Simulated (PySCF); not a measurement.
# SiHF2 (SMILES F[SiH]F) at 4 levels

Aim: a comparison of 4 runs (UB2PLYP/STO-6G, UM06-2X/STO-6G, UPBE/STO-6G, UPBE0/STO-6G) of SiHF2. 

The results are computed with PySCF 2.14.0.

15 further runs of the same task are left out: 5 that didn't finish, 10 set aside as unsound or not needed.

## 1. The system as given

SiHF2 has 4 atoms, charge 0, and is taken as a doublet. As SMILES, `F[SiH]F`. The Si2–F3 distance was set to 3.533 Å, away from the relaxed value. At this shape a bond of the SMILES string is far longer than usual.

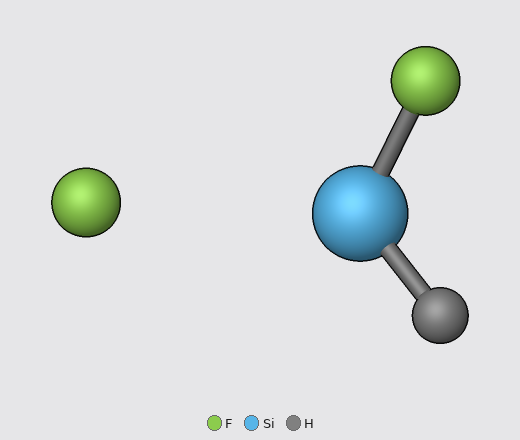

The structure, seen from a chosen angle (fluorine green, silicon blue, hydrogen grey).

## 2. A single-point energy at UB2PLYP/STO-6G (run 1)

The input, input.py:

```python
from pyscf import gto, dft, mp

molecule = gto.M(
    atom='''
F        2.674284      -0.617946      -0.468251
Si       1.419274      -1.613816      -0.359061
F       -1.234200       0.716240      -0.252780
H        1.482644      -2.297256       0.906179
''',
    verbose=3,
    max_memory=1860,
    spin=1,
    basis='sto-6g',
)

mf = dft.UKS(molecule, xc='0.53*HF + 0.47*B88, 0.73*LYP')
mf.conv_tol = 1e-10
mf.grids.level = 5
mf.kernel()
if not mf.converged:
    mf = mf.newton().run(mf.mo_coeff, mf.mo_occ)

pt = mp.MP2(mf, frozen=7).run()
etot = mf.e_tot + 0.27 * pt.e_corr
print('PT2 part  %.8f' % (0.27 * pt.e_corr))
print('Final energy', etot)
```

Launch:

```console
$ OMP_NUM_THREADS=1 python input.py
```

Log:

```text
WARN: HOMO 0.0343123023514542 >= LUMO 0.0335479972240686

WARN: HOMO 0.260360028938541 >= LUMO 0.25858163037945

WARN: HOMO -0.0242159062974713 >= LUMO -0.0240588824415063

SCF not converged.
SCF energy = -487.134869518366 after 50 cycles  <S^2> = 0.75000588  2S+1 = 2.0000059
converged SCF energy = -487.135072628462  <S^2> = 0.75001987  2S+1 = 2.0000199
E(UMP2) = -487.215639751116  E_corr = -0.0805671226543543
E(SCS-UMP2) = -487.219755529898  E_corr = -0.0846829014368834
PT2 part  -0.02175312
Final energy -487.1568257515782
```

It took 31 s on 1 thread of Arm Neoverse V2, shared host; peak memory 0.39 GiB.

## 3. The energy at UM06-2X/STO-6G (run 2)

The input, job.py:

```python
from pyscf import gto, dft

mol = gto.M(
    atom=[
    ('F', (2.674284, -0.617946, -0.468251)),
    ('Si', (1.419274, -1.613816, -0.359061)),
    ('F', (-1.234200, 0.716240, -0.252780)),
    ('H', (1.482644, -2.297256, 0.906179)),
],
    spin=1,
    verbose=3,
    basis='sto-6g',
    max_memory=1860,
)

calc0 = dft.UKS(mol)
calc0.xc = 'm06-2x'
calc0.conv_tol = 1e-10
calc0.grids.level = 5
calc0.kernel()
if not calc0.converged:
    calc0 = calc0.newton().run(calc0.mo_coeff, calc0.mo_occ)

energy = calc0.e_tot
print('Final energy', energy)
```

Launch:

```console
$ OMP_NUM_THREADS=1 python job.py
```

Log:

```text
WARN: HOMO 0.105971307538672 >= LUMO 0.105751190207772

converged SCF energy = -487.41609570889  <S^2> = 0.75000812  2S+1 = 2.0000081
Final energy -487.4160957088903
```

It took 21 s on 1 thread of Arm Neoverse V2, shared host; peak memory 0.22 GiB.

## 4. The energy at UPBE/STO-6G (run 3)

The input, run.py:

```python
from pyscf import gto, dft

system = gto.M(
    atom='''
F      2.674284    -0.617946    -0.468251
Si     1.419274    -1.613816    -0.359061
F     -1.234200     0.716240    -0.252780
H      1.482644    -2.297256     0.906179
''',
    spin=1,
    basis='sto-6g',
    verbose=4,
    max_memory=1860,
    charge=0,
)

mf = dft.UKS(system, xc='pbe')
mf.grids.level = 5
mf.conv_tol = 1e-10
mf.kernel()
if not mf.converged:
    mf = mf.newton().run(mf.mo_coeff, mf.mo_occ)

e_final = mf.e_tot
print(f'total energy: {e_final:.8f} hartree')
```

Launch:

```console
$ OMP_NUM_THREADS=1 python run.py
```

Log:

```text
PySCF version 2.14.0

[... 56 lines left out ...]
WARN: HOMO -0.214485003154495 >= LUMO -0.214485003154496
[... 37 lines left out ...]
WARN: beta  nocc = 16  HOMO 0.123432274925557 >= LUMO 0.123991033551191
[... 45 lines left out ...]
SCF not converged.
[... 67 lines left out ...]
converged SCF energy = -487.138635670407  <S^2> = 0.75109346  2S+1 = 2.0010932
total energy: -487.13863567 hartree
```

It took 42 s on 1 thread of Arm Neoverse V2, shared host; peak memory 0.39 GiB.

## 5. A single-point energy at UPBE0/STO-6G (run 4)

The input, calc.py:

```python
from pyscf import gto, dft

molecule = gto.M(
    atom='''
F      5.053664    -1.167749    -0.884866
Si     2.682039    -3.049670    -0.678527
F     -2.332300     1.353497    -0.477685
H      2.801791    -4.341185     1.712430
''',
    max_memory=1860,
    verbose=3,
    basis='sto-6g',
    unit='bohr',
    spin=1,
)

mf = dft.UKS(molecule)
mf.xc = 'pbe0'
mf.conv_tol = 1e-10
mf.grids.level = 5
mf.kernel()
if not mf.converged:
    mf = mf.newton().run(mf.mo_coeff, mf.mo_occ)

etot = mf.e_tot
print('E = %.10f Eh' % etot)
```

Launch:

```console
$ OMP_NUM_THREADS=1 python calc.py
```

Log:

```text
WARN: HOMO -0.217875450853444 >= LUMO -0.217875450853443

WARN: HOMO 0.0865094168570362 >= LUMO 0.086442319381282

SCF not converged.
SCF energy = -487.219023290098 after 50 cycles  <S^2> = 0.75008605  2S+1 = 2.000086
converged SCF energy = -487.219025414921  <S^2> = 0.75009111  2S+1 = 2.0000911
E = -487.2190254149 Eh
```

Run time: 23 s. Hardware: 1 thread of Arm Neoverse V2, shared host; peak memory 0.4 GiB.

## 6. Overview of the runs

| run | level | frozen core orbitals | energy (Eh) | dipole moment (D) | HOMO energy (eV) | LUMO energy (eV) | wall time |
| --- | --- | --- | --- | --- | --- | --- | --- |
| 1 | UB2PLYP/STO-6G | 7 | -487.156826 | 0.38 | -3.86 | 3.56 | 31 s |
| 2 | UM06-2X/STO-6G | – | -487.416096 | 0.31 | -3.86 | 2.49 | 21 s |
| 3 | UPBE/STO-6G | – | -487.138636 | 1.35 | -1.63 | -1.19 | 42 s |
| 4 | UPBE0/STO-6G | – | -487.219025 | 0.40 | -2.66 | 0.28 | 23 s |

## 7. What came out

| quantity | value |
| --- | --- |
| run 4: total energy | -487.21903 Eh |
| run 4: dipole moment | 0.40 D |
| run 4: HOMO energy (highest over α and β) | -2.66 eV |
| run 4: LUMO energy (lowest over α and β) | 0.28 eV |
| run 4: ⟨S²⟩ | 0.750 |

What this shows: The dipole moment (its size) runs from 0.31 D (UM06-2X/STO-6G) to 1.35 D (UPBE/STO-6G). Totals of different functionals can't be ranked against each other. In runs 1, 2, 3, 4 the basis is minimal, so the values are rough. All runs together took 2 min, the longest 42 s.
